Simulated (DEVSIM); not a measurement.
Device: abrupt Si p-n junction, at 400 K.

```
layer (left to right)  material  thickness (μm)  Nd (cm⁻³)  Na (cm⁻³)  τn (s)  τp (s)
---------------------  --------  --------------  ---------  ---------  ------  ------
1                            Si           0.710          -     2.3e17  2.5e-5  2.5e-5
2                            Si             110       1e17          -  2.5e-5  2.5e-5
```

Left contact: ohmic. Right contact: ohmic. Voltage is applied to the left contact. Recombination: SRH at mid-gap, radiative. Mobility is μmin + (μ − μmin)/(1 + (N/Nref)^α).

Constants are typed, rounded textbook-type inputs, not results; the design itself was drawn at random and stands for no fabricated device. Values at 300 K; Nc and Nv go as T^1.5, mobilities as T to minus their exponent, the gap by Varshni's rule with the affinity fixed.

```csv
parameter,Si
gap (eV),1.124
affinity (eV),4.05
permittivity,11.7
Nc (cm⁻³),2.86e19
Nv (cm⁻³),3.1e19
μn (cm²/Vs),1417
μp (cm²/Vs),470
"μn,min",52
"μp,min",45
"Nref,n",9.7e16
"Nref,p",2.2e17
αn,0.68
αp,0.72
T exponent of μn,2.3
T exponent of μp,2.2
B (cm³/s),4.7e-15
Varshni α (eV/K),0.000473
Varshni β (K),636
```

Simulated with DEVSIM: 1D drift-diffusion, Boltzmann statistics, complete ionisation; no tunnelling, impact ionisation, image-force lowering or self-heating.

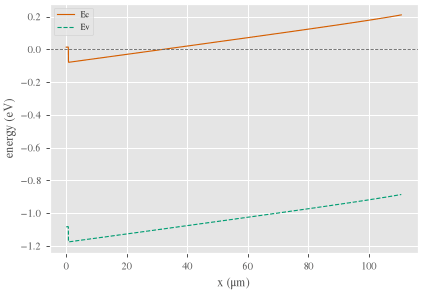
Figure: Band edges at 0.9 V on the left contact

Energies count from the Fermi level of the right contact; mesh points crowd at the junctions.

```tsv
x (μm)	Ec (eV)	Ev (eV)	n (cm⁻³)	p (cm⁻³)	field (V/cm)
0.000	0.013	-1.084	1.4e8	2.3e17	19
0.03606	0.013	-1.084	4.0e14	2.3e17	19
0.1169	0.013	-1.084	1.3e15	2.3e17	19
0.3163	0.013	-1.083	3.5e15	2.3e17	18
0.5993	0.014	-1.083	6.6e15	2.4e17	17
0.6789	0.012	-1.085	7.8e15	2.2e17	-2000
0.7120	-0.035	-1.131	3.1e16	5.8e16	-31000
0.7746	-0.079	-1.176	1.1e17	1.6e16	-310
0.9125	-0.079	-1.176	1.2e17	1.6e16	25
1.242	-0.078	-1.175	1.2e17	1.6e16	25
2.107	-0.076	-1.173	1.2e17	1.6e16	25
5.518	-0.068	-1.164	1.2e17	1.6e16	25
13.04	-0.049	-1.145	1.2e17	1.6e16	25
32.26	0.000	-1.096	1.2e17	1.5e16	25
82.09	0.128	-0.968	1.1e17	1.2e16	26
99.53	0.176	-0.921	1.1e17	7.8e15	29
106.2	0.195	-0.901	1.0e17	4.0e15	31
109.0	0.204	-0.892	1.0e17	1.8e15	32
110.2	0.208	-0.888	1.0e17	5.3e14	33
110.5	0.209	-0.887	1.0e17	2.0e14	33
110.7	0.210	-0.887	1.0e17	6.1e13	33
110.7	0.210	-0.887	1.0e17	3.2e8	33
```
